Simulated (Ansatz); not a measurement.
System: CsRe4Sb3.

```yaml
crystal:
  lattice:
    - [4.41688, 0.00000, 0.00000]
    - [0.00000, 4.41688, 0.00000]
    - [0.00000, 0.00000, 10.59012]
  atoms:
    - { symbol: Cs, position: [0.00000, 0.00000, 0.50000] }
    - { symbol: Re, position: [0.00000, 0.50000, 0.16323] }
    - { symbol: Re, position: [0.50000, 0.00000, 0.16323] }
    - { symbol: Re, position: [0.00000, 0.50000, 0.83677] }
    - { symbol: Re, position: [0.50000, 0.00000, 0.83677] }
    - { symbol: Sb, position: [0.50000, 0.50000, 0.30150] }
    - { symbol: Sb, position: [0.50000, 0.50000, 0.69850] }
    - { symbol: Sb, position: [0.00000, 0.00000, 0.00000] }
```

Space group P4/mmm; built by placing these elements on a known structure type; not relaxed (largest force 1.6 eV/Å); computed pressure about −10 GPa in this cell; computed without spin polarisation.

These are results of DFT, PAW plane waves, PBEsol in Ansatz 0.2.0, not measurements.

Predict the electron localisation function between the atoms.

Re–Sb (2.80 Å): the ELF is about 0.45 at the midpoint.

What Bader charges does the calculation give?

Electrons move from Cs towards Re and Sb. Bader charges: Cs +0.66, Re −0.09 and Sb −0.18 to +0.06 e.

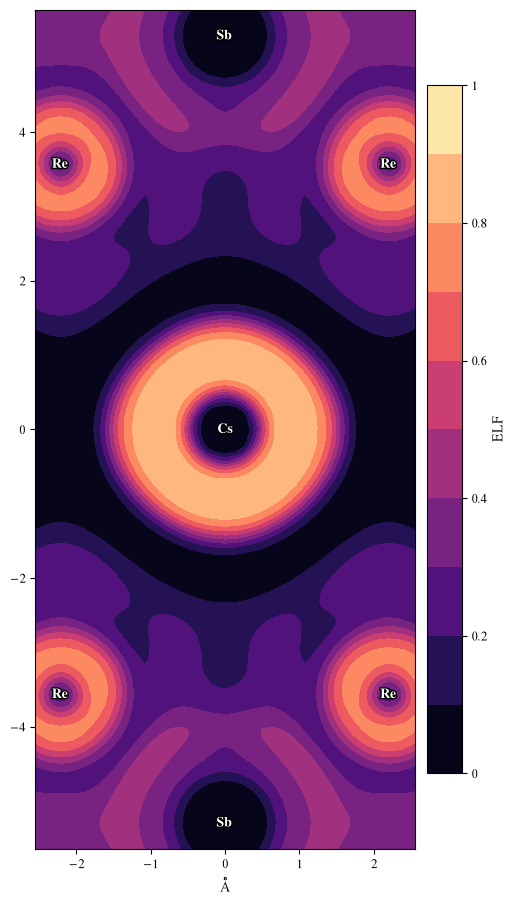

Computed electron localisation function on the (010) plane of the conventional cell. 

Core electrons are frozen (PAW), and the valence fields are smoothed inside the atomic spheres.
